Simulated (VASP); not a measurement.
Band structure of Dy (hcp). These are RPBE GGA, VASP's PBE PAW potentials (set 64) (plane waves; VASP 6.6.1) values and carry that method's errors.

The 4f electrons are frozen in the core of the lanthanide potential, so 4f levels, which can set the real gap, and their magnetism are missing.

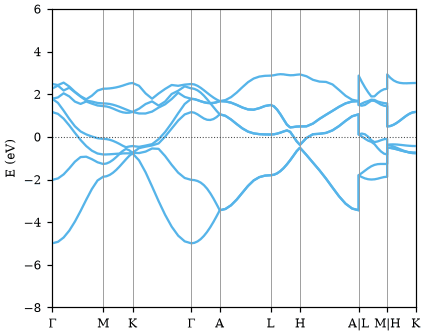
Bands along high-symmetry lines, zero at the valence-band maximum or, without a gap, the Fermi level

### Question
Read the plot: is there a gap, and where are the band edges?

### Answer
It has no gap at this level: it comes out as a metal or semimetal. (Edges off the drawn lines would not show.)

The compound is Dy in the hcp structure. It was relaxed first, which changed the volume by +6 %.
